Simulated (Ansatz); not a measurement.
```yaml
atoms:
  - { symbol: B, position_ang: [-0.7837, 0.0059, 0.0578] }
  - { symbol: Si, position_ang: [0.9283, -0.7458, 0.5739] }
  - { symbol: Cl, position_ang: [2.4621, 0.2686, -0.4270] }
  - { symbol: H, position_ang: [-1.0114, 1.1473, 0.2583] }
  - { symbol: H, position_ang: [-1.5952, -0.6761, -0.4630] }
```

The fields and orbitals are those of the mean-field reference, not of the correlated method; not at a stationary point (largest force 1.1 eV/Å).

Computed with MP2, Gaussian basis in Ansatz.

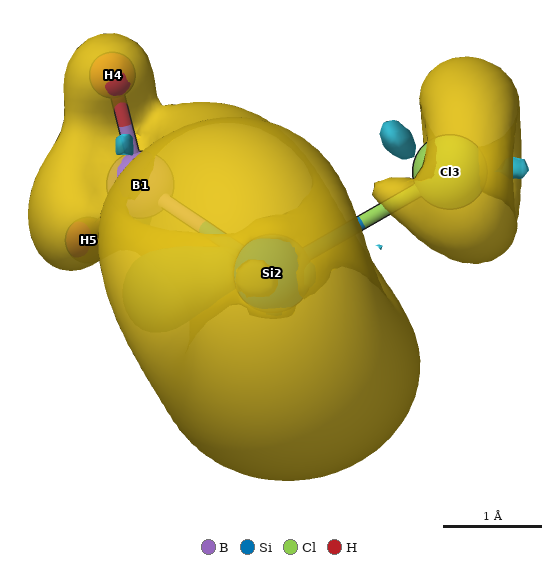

BClH2Si (triplet). Isosurfaces of the spin density at +0.015 (yellow) and −0.015 e/Å³ (cyan), seen at a tilt.

Q: Where is the unpaired spin?

A: The unpaired spin (2 electrons) lies mostly on Si2 (about 1.6), B1 (about 0.2) and Cl3 (about 0.1), in electrons by Hirshfeld's partition.
